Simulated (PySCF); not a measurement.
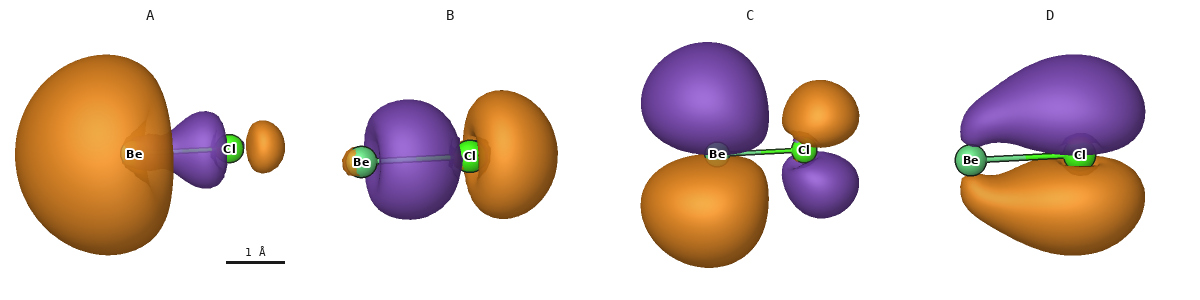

BeCl (charge +1). Four frontier orbitals, each drawn at the value that holds 80 % of its norm (orange and purple are the two phases), in no order; of a degenerate pair one member is drawn.

All numbers below come from PySCF, PBE0/pcseg-2, non-relativistic, at a bond length of 1.717 Å.

**Name the orbitals and rank them from lowest to highest energy.**

Orbital B: σ, occupied, −18.13 eV; mainly on Cl (85 %).
Orbital D: π, occupied, −16.14 eV; mainly on Cl (85 %).
Orbital A: σ, empty, −10.55 eV; mainly on Be (95 %).
Orbital C: π, empty, −7.21 eV; mainly on Be (80 %).
